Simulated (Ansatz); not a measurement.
Ge₇I (8 atoms in the cell), run with Ansatz.

```
crystal:
  lattice:
    - [0.0, 4.424278533, 4.424278533]
    - [4.424278533, 0.0, 4.424278533]
    - [4.424278533, 4.424278533, 0.0]
  atoms:
    - { symbol: Ge, position: [0.5, 0.0, 0.0] }
    - { symbol: Ge, position: [0.0, 0.5, 0.5] }
    - { symbol: Ge, position: [0.0, 0.5, 0.0] }
    - { symbol: Ge, position: [0.5, 0.0, 0.5] }
    - { symbol: Ge, position: [0.0, 0.0, 0.5] }
    - { symbol: Ge, position: [0.5, 0.5, 0.0] }
    - { symbol: Ge, position: [0.5, 0.5, 0.5] }
    - { symbol: I, position: [0.0, 0.0, 0.0] }
basis:
  ecutwfc: 420
kpoints:
  mp_grid: { grid: [8, 8, 8] }
hamiltonian:
  xc: pbe
scf:
  occupations: { method: gaussian, width: 0.1 }
  convergence: { dr2_threshold: 1.0e-16 }
  max_iter: 80
output:
  forces: true
  eigenvalues: true
  stress: true
```

Run as:
```bash
ansatz run input.yaml --threads 1 --pin off --max-ram 2048MiB --backend cpu --events-out ev --progress --plain --runs-dir out
```

> How does the iteration go?

The run converged; it took 15 iterations. The residual falls at every step. The input holds an odd setting (a threshold meant to be out of reach), but it does no harm here.

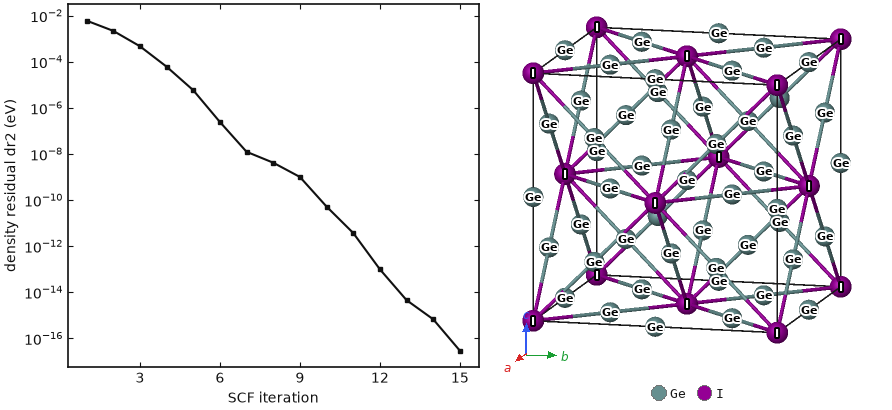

Beside the plot: the structure in its conventional cell.

SCF iterations of a calculation: density residual dr2. The starting density is a sum of atomic densities corrected by a trained network.
